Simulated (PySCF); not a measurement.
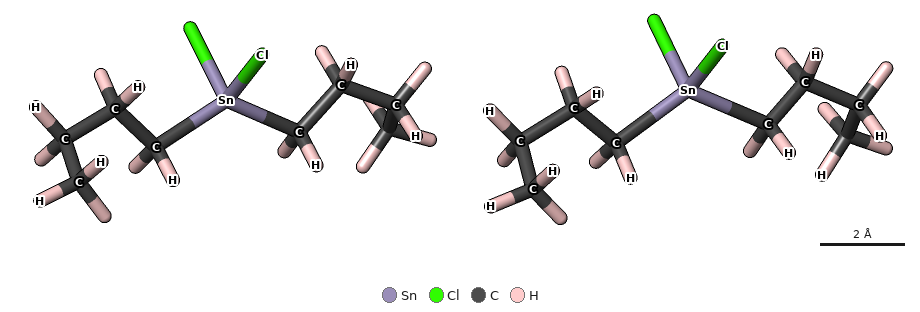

Two geometries of C8H18Cl2Sn, drawn at one scale. One is the start of a relaxation, the other its converged end. The picture is a stick view, seen at a tilt.

All numbers below come from PySCF 2.14.0, density-fitted response routines, PBE0-D3(BJ)/def2-SVP geometry optimisation, gas phase. 

Question: Which of the two is the end point?

Answer: The left one is the relaxed one. The start comes from GFN2-xTB. Its atoms were then displaced at random by about 0.03 Å. The energy falls by 130.7 kJ/mol in 11 geometry steps. An H atom moves most after the best rigid fit: 0.49 Å. Largest moves by element: H 0.49 Å, Sn 0.34 Å, C 0.34 Å, Cl 0.27 Å. Near-neighbour distances that change, for instance: C–Sn 2.344 → 2.143 Å, Cl–Sn 2.247 → 2.366 Å, C–H 1.205 → 1.101 Å, C–C 1.430 → 1.524 Å. Bond angles that change, for instance: H–C–H 116.2° → 107.0°, H–C–H 112.6° → 105.8°, C–C–H 107.5° → 112.7°. The run took 11 min on 2 threads of Intel(R) Xeon(R) Platinum 8259CL CPU @ 2.50GHz, on a shared host.
